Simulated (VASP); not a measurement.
Band structure of AuAl2 (fluorite). Method: rev-vdW-DF2, VASP's PBE PAW potentials (set 64) (plane waves; VASP).

Unless said otherwise, spin-orbit coupling is left out, though it shifts the bands of the heavy elements here.

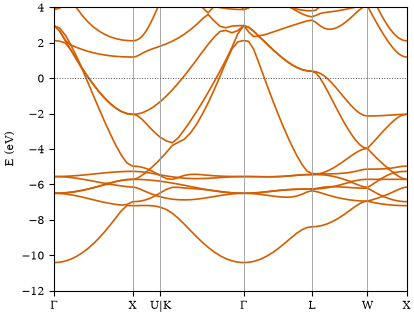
*Bands along high-symmetry lines, zero at the valence-band maximum or, without a gap, the Fermi level*

### Question
Read the plot: is there a gap, and where are the band edges?

### Answer
It has no gap at this level: it comes out as a metal or semimetal. (Edges off the drawn lines would not show.)

The compound is AuAl2 in the fluorite structure. It was relaxed first. The electron count is odd and the run is not spin-polarised, which forces a metal.
